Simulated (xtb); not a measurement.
## C2H5NO: geometry relaxation (part 2 of 3)

C2H5NO (Acetaldoxime); GFN2-xTB (xtb 6.7.1). The geometry comes from this level: PBE0-D4/def2-TZVP.

Log, continued
```
------------------------------------------------------------------------
 total energy gain   :        -0.0011161 Eh       -0.7004 kcal/mol
 total RMSD          :         0.0730941 a0        0.0387 Å
 total power (kW/mol):        -0.4186276 (step) -259.1179 (real)
------------------------------------------------------------------------

 ANCopt (total)                0 d,  0 h,  0 min,  0.011 sec
 optimizer setup                ...        0 min,  0.000 sec (  0.315%)
 model hessian                  ...        0 min,  0.000 sec (  1.993%)
 ANC generation                 ...        0 min,  0.000 sec (  0.723%)
 coordinate transformation      ...        0 min,  0.000 sec (  0.160%)
 single point calculation       ...        0 min,  0.010 sec ( 89.413%)
 optimization log               ...        0 min,  0.000 sec (  1.449%)
 hessian update                 ...        0 min,  0.000 sec (  0.145%)
 rational function              ...        0 min,  0.000 sec (  1.817%)

================
 final structure:
================
9
 xtb: 6.7.1
C           -0.99939416211717        0.59082630273705        0.69135149030289
C           -0.18173487647122       -0.22743788084031       -0.23810115854463
N            1.07479375094650       -0.14275948182540       -0.20867244868410
O            1.75781215208810       -0.94945900071943       -1.11830892053820
H           -1.61041743837866       -0.06010852828895        1.31516210965282
H           -0.35643342663964        1.19946489970244        1.32025889604565
H           -1.66987052687377        1.23423210025048        0.12329749286992
H           -0.70588242611329       -0.88872320360802       -0.93021481018655
H            2.69111695355913       -0.75605520740786       -0.95476265091779

 Bond Distances (Angstroems)
 ---------------------------
C1-C2=1.4839         C1-H5=1.0891         C1-H6=1.0860         C1-H7=1.0891         C2-C1=1.4839         C2-N3=1.2597
C2-H8=1.0914         N3-C2=1.2597         N3-O4=1.3945         O4-N3=1.3945         O4-H9=0.9671         H5-C1=1.0891
H6-C1=1.0860         H7-C1=1.0891         H8-C2=1.0914         H9-O4=0.9671
 C  H  Rav=1.0889 sigma=0.0019  Rmin=1.0860  Rmax=1.0914     4
 C  C  Rav=1.4839 sigma=0.0000  Rmin=1.4839  Rmax=1.4839     1
 N  C  Rav=1.2597 sigma=0.0000  Rmin=1.2597  Rmax=1.2597     1
 O  H  Rav=0.9671 sigma=0.0000  Rmin=0.9671  Rmax=0.9671     1
 O  N  Rav=1.3945 sigma=0.0000  Rmin=1.3945  Rmax=1.3945     1

 selected bond angles (degree)
 --------------------
H5-C1-C2=109.77                H6-C1-C2=110.21                H6-C1-H5=109.60                H7-C1-C2=109.77
H7-C1-H5=107.84                H7-C1-H6=109.60                N3-C2-C1=119.86                H8-C2-C1=117.82
H8-C2-N3=122.32                O4-N3-C2=115.75                H9-O4-N3=104.28

 selected dihedral angles (degree)
 ---------------------------------
N3-C2-C1-H5=239.19            N3-C2-C1-H6=  0.00            N3-C2-C1-H7=120.82            H8-C2-C1-H5= 59.19
H8-C2-C1-H6=180.00            H8-C2-C1-H7=300.82            O4-N3-C2-C1=179.98            O4-N3-C2-H8=  0.00
H9-O4-N3-C2=180.00
           -------------------------------------------------
          |                Final Singlepoint                |
           -------------------------------------------------

          ...................................................
          :                      SETUP                      :
          :.................................................:
          :  # basis functions                  21          :
          :  # atomic orbitals                  21          :
          :  # shells                           13          :
          :  # electrons                        24          :
          :  max. iterations                   250          :
          :  Hamiltonian                  GFN2-xTB          :
          :  restarted?                      false          :
          :  GBSA solvation                  false          :
          :  PC potential                    false          :
          :  electronic temp.          300.0000000     K    :
          :  accuracy                    1.0000000          :
          :  -> integral cutoff          0.2500000E+02      :
          :  -> integral neglect         0.1000000E-07      :
          :  -> SCF convergence          0.1000000E-05 Eh   :
          :  -> wf. convergence          0.1000000E-03 e    :
          :  Broyden damping             0.4000000          :
          :  net charge                          0          :
          :  unpaired electrons                  0          :
          ...................................................

 iter      E             dE          RMSdq      gap      omega  full diag
   1    -13.9014625 -0.139015E+02  0.428E-05    4.36       0.0  T
   2    -13.9014625 -0.132339E-11  0.233E-05    4.36    1428.5  T
   3    -13.9014625  0.131450E-12  0.140E-05    4.36    2386.4  T

   *** convergence criteria satisfied after 3 iterations ***

         #    Occupation            Energy/Eh            Energy/eV
      -------------------------------------------------------------
         1        2.0000           -0.7068987             -19.2357
       ...           ...                  ...                  ...
         6        2.0000           -0.5368130             -14.6074
         7        2.0000           -0.5300478             -14.4233
         8        2.0000           -0.4921160             -13.3912
         9        2.0000           -0.4802099             -13.0672
        10        2.0000           -0.4694700             -12.7749
        11        2.0000           -0.4098639             -11.1530
        12        2.0000           -0.3895726             -10.6008 (HOMO)
        13                         -0.2294750              -6.2443 (LUMO)
        14                         -0.0415380              -1.1303
        15                          0.1255088               3.4153
        16                          0.1542239               4.1966
        17                          0.1659092               4.5146
       ...                                ...                  ...
        21                          0.5489194              14.9369
      -------------------------------------------------------------
                  HL-Gap            0.1600976 Eh            4.3565 eV
             Fermi-level           -0.3095238 Eh           -8.4226 eV

 SCC (total)                   0 d,  0 h,  0 min,  0.001 sec
 SCC setup                      ...        0 min,  0.000 sec (  2.179%)
 Dispersion                     ...        0 min,  0.000 sec (  0.945%)
 classical contributions        ...        0 min,  0.000 sec (  0.386%)
 integral evaluation            ...        0 min,  0.000 sec ( 20.537%)
 iterations                     ...        0 min,  0.000 sec ( 27.952%)
 molecular gradient             ...        0 min,  0.001 sec ( 44.845%)
 printout                       ...        0 min,  0.000 sec (  2.834%)

         :::::::::::::::::::::::::::::::::::::::::::::::::::::
         ::                     SUMMARY                     ::
         :::::::::::::::::::::::::::::::::::::::::::::::::::::
         :: total energy             -13.750778960713 Eh    ::
         :: gradient norm              0.000044491757 Eh/a0 ::
         :: HOMO-LUMO gap              4.356477794016 eV    ::
         ::.................................................::
         :: SCC energy               -13.901462435375 Eh    ::
         :: -> isotropic ES            0.023109187702 Eh    ::
         :: -> anisotropic ES         -0.003528814997 Eh    ::
         :: -> anisotropic XC          0.012330477241 Eh    ::
         :: -> dispersion             -0.003279518860 Eh    ::
         :: repulsion energy           0.150683474662 Eh    ::
         :: add. restraining           0.000000000000 Eh    ::
         :: total charge              -0.000000000000 e     ::
         :::::::::::::::::::::::::::::::::::::::::::::::::::::

           -------------------------------------------------
          |                Property Printout                |
           -------------------------------------------------

    * Orbital Energies and Occupations

         #    Occupation            Energy/Eh            Energy/eV
      -------------------------------------------------------------
         1        2.0000           -0.7068987             -19.2357
         2        2.0000           -0.6533157             -17.7776
         3        2.0000           -0.6193692             -16.8539
         4        2.0000           -0.5751068             -15.6495
         5        2.0000           -0.5673792             -15.4392
         6        2.0000           -0.5368130             -14.6074
         7        2.0000           -0.5300478             -14.4233
         8        2.0000           -0.4921160             -13.3912
         9        2.0000           -0.4802099             -13.0672
        10        2.0000           -0.4694700             -12.7749
        11        2.0000           -0.4098639             -11.1530
        12        2.0000           -0.3895726             -10.6008 (HOMO)
        13                         -0.2294750              -6.2443 (LUMO)
        14                         -0.0415380              -1.1303
        15                          0.1255088               3.4153
        16                          0.1542239               4.1966
        17                          0.1659092               4.5146
        18                          0.2063705               5.6156
        19                          0.2111195               5.7449
        20                          0.2980489               8.1103
        21                          0.5489194              14.9369
      -------------------------------------------------------------
                  HL-Gap            0.1600976 Eh            4.3565 eV
             Fermi-level           -0.3095238 Eh           -8.4226 eV

     #   Z          covCN         q      C6AA      α(0)
     1   6 C        3.761    -0.116    22.761     6.801
     2   6 C        2.820     0.069    26.449     8.427
     3   7 N        1.833    -0.117    24.311     7.307
     4   8 O        1.726    -0.357    20.016     6.041
     5   1 H        0.925     0.060     2.196     2.317
     6   1 H        0.925     0.064     2.149     2.293
     7   1 H        0.925     0.060     2.196     2.317
     8   1 H        0.924     0.027     2.637     2.539
     9   1 H        0.805     0.309     0.693     1.308

 Mol. C6AA /au·bohr⁶  :        683.219479
 Mol. C8AA /au·bohr⁸  :      14454.643170
 Mol. α(0) /au        :         39.349157

Wiberg/Mayer (AO) data.
largest (>0.10) Wiberg bond orders for each atom

 ---------------------------------------------------------------------------
     #   Z sym  total        # sym  WBO       # sym  WBO       # sym  WBO
 ---------------------------------------------------------------------------
     1   6 C    3.995 --     2 C    1.041     6 H    0.983     7 H    0.964
                             5 H    0.964
     2   6 C    3.976 --     3 N    1.872     1 C    1.041     8 H    0.949
     3   7 N    2.991 --     2 C    1.872     4 O    1.027
     4   8 O    2.059 --     3 N    1.027     9 H    0.895
     5   1 H    0.996 --     1 C    0.964
     6   1 H    0.996 --     1 C    0.983
     7   1 H    0.996 --     1 C    0.964
     8   1 H    0.999 --     2 C    0.949
     9   1 H    0.904 --     4 O    0.895
 ---------------------------------------------------------------------------

Topologies differ in total number of bonds
Writing topology from bond orders to xtbtopo.mol

molecular dipole:
                 x           y           z       tot (Debye)
 q only:       -0.108       0.307       0.338
   full:       -0.240       0.209       0.239       1.012
molecular quadrupole (traceless):
                xx          xy          yy          xz          yz          zz
 q only:        4.338      -0.394      -2.164      -0.732      -0.401      -2.175
  q+dip:        5.507       0.148      -2.678      -0.204      -0.943      -2.829
   full:        5.102      -0.319      -2.481      -0.671      -1.154      -2.622

           -------------------------------------------------
          |                Geometry Summary                 |
           -------------------------------------------------

      molecular mass/u    :       59.0672837
   center of mass at/Å    :        0.4626493      -0.2047023      -0.2453226
  moments of inertia/u·Å² :        0.1053491E+02   0.1199496E+03   0.1273605E+03
rotational constants/cm⁻¹ :        0.1600169E+01   0.1405393E+00   0.1323615E+00

 * 7 selected distances

     #   Z          #   Z                                           value/Å
     1   6 C        2   6 C                                       1.4839156 (max)
     2   6 C        3   7 N                                       1.2597226
     1   6 C        5   1 H                                       1.0891306
     1   6 C        6   1 H                                       1.0859854
     1   6 C        7   1 H                                       1.0891259
     2   6 C        8   1 H                                       1.0913526
     4   8 O        9   1 H                                       0.9670628 (min)

 * 4 distinct bonds (by element types)

   Z      Z             #   av. dist./Å        max./Å        min./Å
   1 H    6 C           4     1.0888986     1.0913526     1.0859854
   6 C    6 C           1     1.4839156     1.4839156     1.4839156
   6 C    7 N           1     1.2597226     1.2597226     1.2597226
   1 H    8 O           1     0.9670628     0.9670628     0.9670628

optimized geometry written to: xtbopt.xyz

           -------------------------------------------------
          | TOTAL ENERGY              -13.750778960713 Eh   |
          | GRADIENT NORM               0.000044491757 Eh/α |
          | HOMO-LUMO GAP               4.356477794016 eV   |
           -------------------------------------------------

------------------------------------------------------------------------
------------------------------------------------------------------------
 total:
 *  cpu-time:     0 d,  0 h,  0 min,  0.021 sec
 * ratio c/w:     1.000 speedup
 SCF:
 *  cpu-time:     0 d,  0 h,  0 min,  0.003 sec
 * ratio c/w:     0.996 speedup
 ANC optimizer:
 *  cpu-time:     0 d,  0 h,  0 min,  0.013 sec
 * ratio c/w:     1.000 speedup
```

File xtbopt.xyz
```
9
 energy: -13.750778960713 gnorm: 0.000044491757 xtb: 6.7.1
C           -0.99939416211717        0.59082630273705        0.69135149030289
C           -0.18173487647122       -0.22743788084031       -0.23810115854463
N            1.07479375094650       -0.14275948182540       -0.20867244868410
O            1.75781215208810       -0.94945900071943       -1.11830892053820
H           -1.61041743837866       -0.06010852828895        1.31516210965282
H           -0.35643342663964        1.19946489970244        1.32025889604565
H           -1.66987052687377        1.23423210025048        0.12329749286992
H           -0.70588242611329       -0.88872320360802       -0.93021481018655
H            2.69111695355913       -0.75605520740786       -0.95476265091779
```

Standard error
```
normal termination of xtb
```

Trajectory as extended XYZ (Å, eV, eV/Å), 7 frames, from step=0 to step=6
```
9
Properties=species:S:1:pos:R:3 step=0 energy=-374.14739
C    -0.9993    0.5879    0.6882
C    -0.1589   -0.2195   -0.2306
N     1.1019   -0.1226   -0.1879
O     1.7129   -0.9497   -1.1165
H    -1.6197   -0.0605    1.3139
H    -0.3737    1.2077    1.3300
H    -1.6792    1.2325    0.1232
H    -0.6318   -0.8981   -0.9442
H     2.6477   -0.7776   -0.9760
9
Properties=species:S:1:pos:R:3 step=1 energy=-374.17292
C    -1.0034    0.5908    0.6915
C    -0.1719   -0.2186   -0.2289
N     1.0887   -0.1323   -0.1977
O     1.7388   -0.9518   -1.1201
H    -1.6172   -0.0620    1.3134
H    -0.3693    1.2045    1.3263
H    -1.6767    1.2323    0.1215
H    -0.6656   -0.8895   -0.9331
H     2.6766   -0.7734   -0.9728
9
Properties=species:S:1:pos:R:3 step=2 energy=-374.17687
C    -1.0022    0.5918    0.6925
C    -0.1782   -0.2215   -0.2318
N     1.0798   -0.1385   -0.2041
O     1.7517   -0.9515   -1.1203
H    -1.6133   -0.0620    1.3131
H    -0.3646    1.2030    1.3244
H    -1.6728    1.2322    0.1213
H    -0.6891   -0.8874   -0.9296
H     2.6886   -0.7661   -0.9655
9
Properties=species:S:1:pos:R:3 step=3 energy=-374.17753
C    -1.0008    0.5915    0.6922
C    -0.1800   -0.2243   -0.2347
N     1.0768   -0.1412   -0.2068
O     1.7560   -0.9506   -1.1197
H    -1.6116   -0.0613    1.3138
H    -0.3611    1.2016    1.3228
H    -1.6710    1.2329    0.1220
H    -0.6995   -0.8876   -0.9293
H     2.6913   -0.7611   -0.9603
9
Properties=species:S:1:pos:R:3 step=4 energy=-374.17774
C    -0.9997    0.5911    0.6916
C    -0.1811   -0.2267   -0.2373
N     1.0753   -0.1427   -0.2084
O     1.7578   -0.9497   -1.1188
H    -1.6106   -0.0606    1.3147
H    -0.3579    1.2002    1.3211
H    -1.6700    1.2338    0.1228
H    -0.7056   -0.8882   -0.9296
H     2.6916   -0.7572   -0.9560
9
Properties=species:S:1:pos:R:3 step=5 energy=-374.17776
C    -0.9993    0.5908    0.6913
C    -0.1816   -0.2276   -0.2381
N     1.0749   -0.1430   -0.2086
O     1.7578   -0.9493   -1.1184
H    -1.6104   -0.0601    1.3151
H    -0.3564    1.1995    1.3203
H    -1.6698    1.2343    0.1232
H    -0.7063   -0.8887   -0.9301
H     2.6911   -0.7559   -0.9547
9
Properties=species:S:1:pos:R:3 step=6 energy=-374.17776
C    -0.9994    0.5908    0.6914
C    -0.1817   -0.2274   -0.2381
N     1.0748   -0.1428   -0.2087
O     1.7578   -0.9495   -1.1183
H    -1.6104   -0.0601    1.3152
H    -0.3564    1.1995    1.3203
H    -1.6699    1.2342    0.1233
H    -0.7059   -0.8887   -0.9302
H     2.6911   -0.7561   -0.9548
```

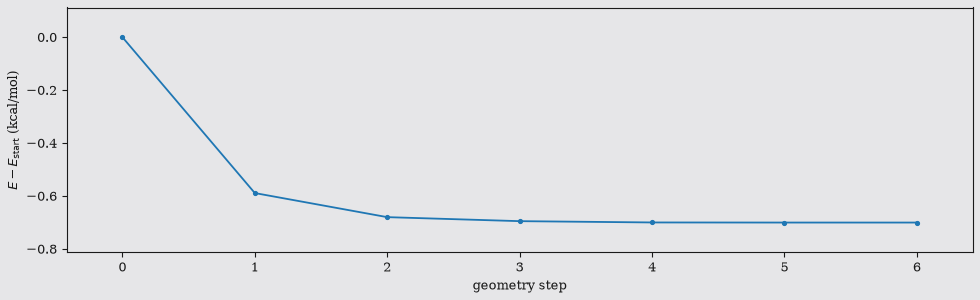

*Progress of the relaxation, step by step (steps are counted from 0).*

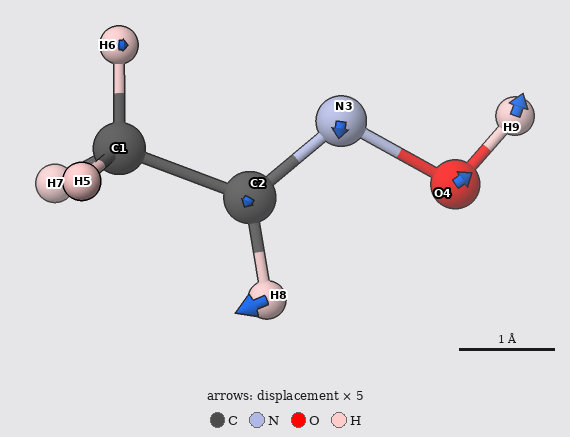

*The starting structure with the displacements as blue arrows, magnified 5 times (ball-and-stick view, seen at a tilt). The two geometries are laid on each other by the best rigid fit.*

The atom that moves furthest after the best rigid fit is H8 (0.076 Å). Largest moves by element: H 0.076 Å, O 0.045 Å, N 0.039 Å, C 0.025 Å. Distances before and after: N3–O4 1.386 → 1.395 Å, O4–H9 0.961 → 0.967 Å, C2–N3 1.265 → 1.260 Å, C1–H5 1.094 → 1.089 Å. Among the angles that change: C2–N3–O4 111.8° → 115.7°, N3–C2–H8 120.1° → 122.3°, C1–C2–H8 119.8° → 117.8°. The energy falls by 0.70 kcal/mol in 6 geometry steps. (Atoms are counted from 1 in the order of the input.)

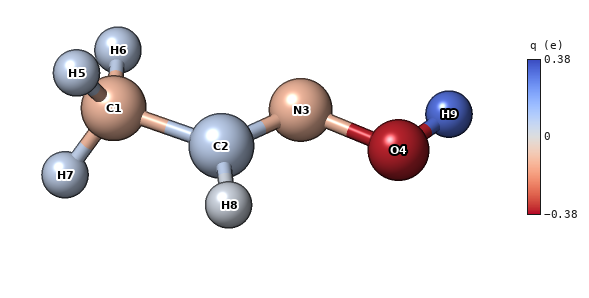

*Mulliken charges, as the colour of each atom (ball-and-stick view, seen at a tilt; atoms are numbered from 1 in the order of the input).*

By element: C −0.12 to +0.07, N −0.12, O −0.36 and H +0.03 to +0.31 e.

This output came from the following input.

Input file (start.xyz)
```
9
start
C     -0.99928000     0.58792000     0.68816000
C     -0.15893000    -0.21951000    -0.23058000
N      1.10188000    -0.12263000    -0.18790000
O      1.71290000    -0.94974000    -1.11654000
H     -1.61970000    -0.06053000     1.31390000
H     -0.37367000     1.20773000     1.32999000
H     -1.67918000     1.23248000     0.12317000
H     -0.63175000    -0.89811000    -0.94417000
H      2.64772000    -0.77763000    -0.97602000
```

Launched with:
```bash
xtb start.xyz -o vtight --gfn 2 | tee run.log
```
